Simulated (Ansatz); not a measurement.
## Electronic structure of F₄H₂O₂W···HCl in real space

Input file:

```
crystal:
  periodic: [false, false, false]
  atoms:
    - { symbol: W, position_ang: [0.0, 0.0, 0.0] }
    - { symbol: O, position_ang: [0.0, 0.0, 2.29] }
    - { symbol: H, position_ang: [-0.9095, -0.2814, 2.6271] }
    - { symbol: O, position_ang: [1.94, 0.0, 0.0] }
    - { symbol: H, position_ang: [2.2771, -0.9519, -0.0197] }
    - { symbol: F, position_ang: [0.0, 1.85, 0.0] }
    - { symbol: F, position_ang: [-1.85, 0.0, 0.0] }
    - { symbol: F, position_ang: [0.0, -1.85, 0.0] }
    - { symbol: F, position_ang: [0.0, 0.0, -1.85] }
    - { symbol: Cl, position_ang: [1.7678, 1.8416, 0.8482] }
    - { symbol: H, position_ang: [0.9192, 0.9576, 2.0562] }
basis:
  gaussian: { orbitals: def2-SVP }
hamiltonian:
  xc: hf
relax:
  f_tol: 0.15
  max_steps: 25
  restrain:
    - { distance: [0, 9], at: 3.59, k: 30.0 }
    - { distance: [10, 1], at: 2.21, k: 30.0 }
    - { distance: [0, 1], at: 1.94, k: 30.0 }
    - { distance: [10, 9], at: 1.37, k: 30.0 }
output:
  orbitals: {}
```

Run with:

```sh
ansatz run input.yaml --threads 4 --pin off --max-ram 5120MiB --backend cpu --events-out ev --progress --plain --runs-dir out
```

The fields are those of the run's last geometry, not of the input's.

Core potentials replace the inner electrons of W; not at a stationary point (largest force 1.5 eV/Å).

Theory: RHF/def2-SVP (Ansatz).

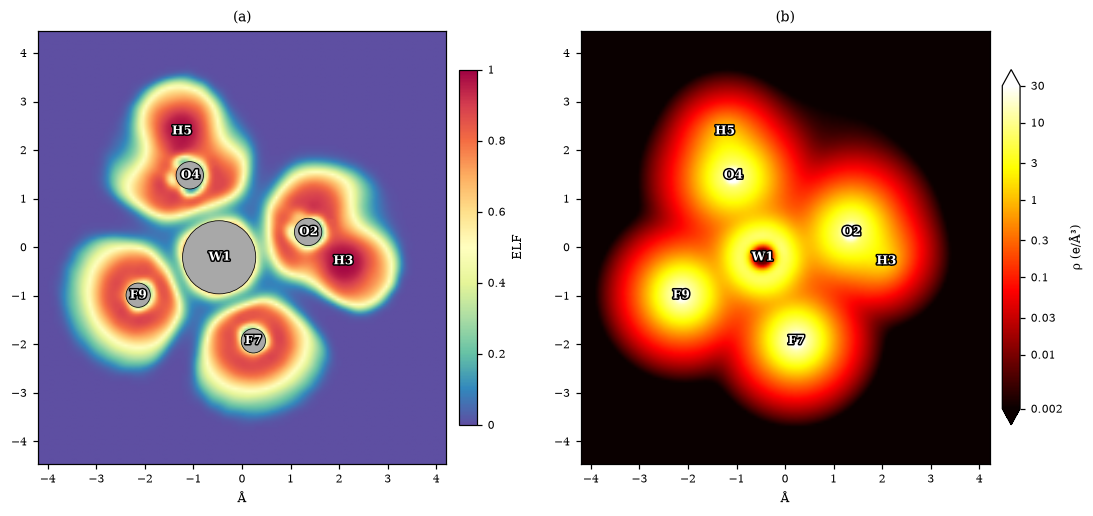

Figure 1. (a) electron localisation function; (b) electron density on the plane of atoms O2, W1 and O4. Grey discs cover the atomic cores in the ELF map.

> Describe what can be read from this map.

The plane passes through W, O, H and F nuclei.
W–O (1.79 Å): the density is about 1.3 e/Å³ at the midpoint; the ELF peaks at about 0.80 in the valence shell of O, 0.5 Å from its nucleus, and drops to about 0.25 between the two atoms.
W–F (1.86 Å): the density is about 1.1 e/Å³ at the midpoint; the ELF peaks at about 0.85 in the valence shell of F, 0.6 Å from its nucleus, and drops to about 0.20 between the two atoms.
O–H (0.95 Å): the density is about 3.9 e/Å³ at the midpoint; the ELF climbs to about 1 towards the hydrogen, as it does in any bond to H; an ordinary covalent bond to hydrogen.
W–O (1.90 Å): ρ at the midpoint is about 1.1 e/Å³; the ELF peaks at about 0.85 in the valence shell of O, 0.6 Å from its nucleus, and is about 0.30 at the midpoint.

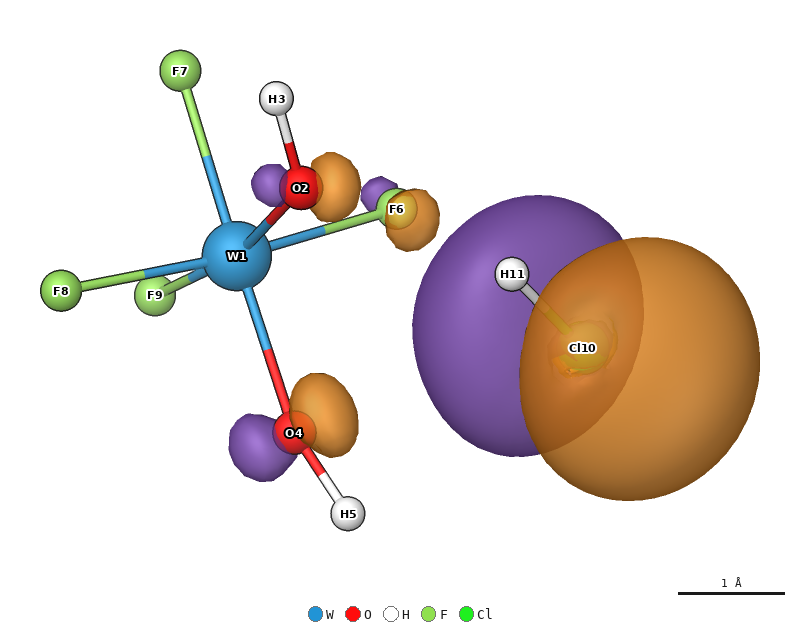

Figure 2. One frontier orbital at ±0.1 Å⁻³ᐟ² (orange and purple are the two phases), seen at a tilt.

> Which orbital is it: HOMO or LUMO?

The HOMO, at −12.89 eV. It lies mainly on Cl10 (about 90 %); largely a lone pair of Cl10.

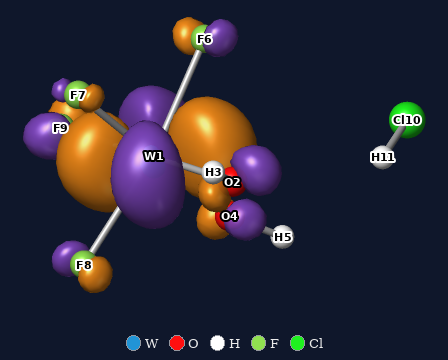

Figure 3. The LUMO at ±0.2 Å⁻³ᐟ² (orange and purple are the two phases), seen from one side.

> Where does this orbital lie, and at what energy?

By Hirshfeld shares it lies mainly on W1 (about 70 %), O2 (about 5 %) and F9 (about 5 %). Its energy is −0.28 eV.
